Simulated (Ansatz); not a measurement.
Input

```
crystal:
  periodic: [false, false, false]
  atoms:
    - {symbol: C, position_ang: [-2.641772, 1.200373, -0.082108]}
    - {symbol: C, position_ang: [-1.731948, 0.154766, 0.310000]}
    - {symbol: C, position_ang: [-1.160368, -0.747407, -0.793464]}
    - {symbol: C, position_ang: [-2.194172, -1.299234, 0.135702]}
    - {symbol: "N", position_ang: [-3.368310, 2.076802, -0.371035]}
    - {symbol: Si, position_ang: [-0.627893, 0.586215, 1.795829]}
    - {symbol: H, position_ang: [0.226276, 1.779558, 1.479608]}
    - {symbol: H, position_ang: [-1.471240, 0.865520, 3.005985]}
    - {symbol: H, position_ang: [0.242728, -0.616094, 2.044298]}
    - {symbol: H, position_ang: [-0.114098, -1.072803, -0.679157]}
    - {symbol: H, position_ang: [-1.457061, -0.510089, -1.826288]}
    - {symbol: H, position_ang: [-3.215572, -1.448650, -0.245691]}
    - {symbol: H, position_ang: [-1.883617, -2.017410, 0.911216]}
basis:
  gaussian:
    orbitals: def2-SVPD
output: {forces: true, orbitals: {seedname: orbitals}}
hamiltonian:
  xc: {name: PBE0}
```

Launched as:

```sh
ansatz run input.yaml --threads 2 --pin off --max-ram 5220MiB --events-out events.jsonl --progress --plain --runs-dir runs
```

Geometry: PBE-D3(BJ)/def2-SVP.

Method: Ansatz, isolated molecule in a Gaussian basis; Kohn-Sham density functional theory, functional PBE0.

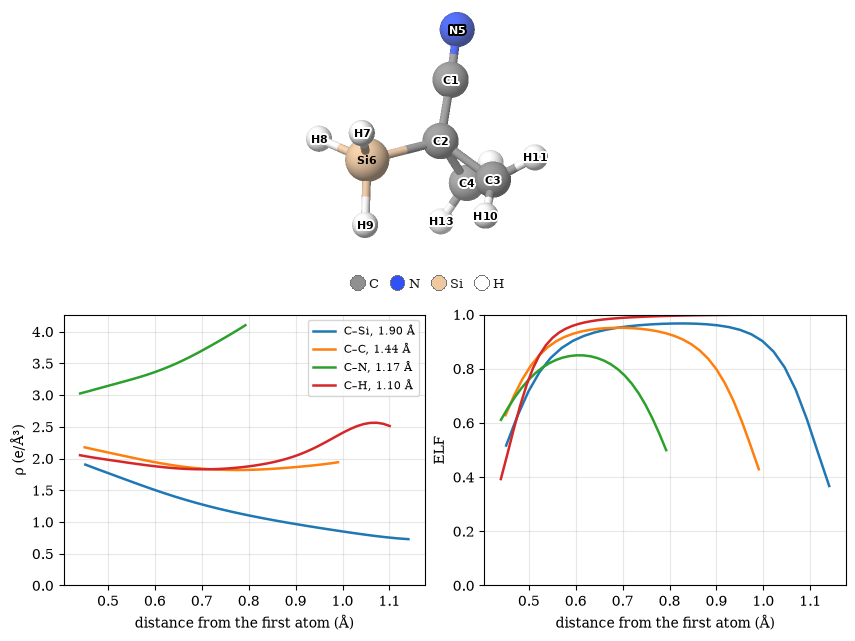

C4H7NSi (SMILES N#CC1([SiH3])CC1). Electron density and ELF along straight lines between neighbouring atoms. The curves leave out the atomic cores. The structure is drawn too.

Question: What can be read from the curves?

Answer: C–Si (1.90 Å): the density is about 0.91 e/Å³ at the midpoint; the ELF peaks at about 0.95 between the atoms: localised, covalent bonding.
C–C (1.44 Å): the density is about 1.8 e/Å³ at the midpoint; the ELF peaks at about 0.95 between the atoms; a covalent bond.
C–N (1.17 Å): ρ at the midpoint is about 3.3 e/Å³; the ELF peaks at about 0.85 between the atoms; a multiple bond.
C–H (1.10 Å): ρ at the midpoint is about 1.9 e/Å³; the ELF climbs to about 1 towards the hydrogen, as it does in any bond to H (an ordinary covalent bond to hydrogen).
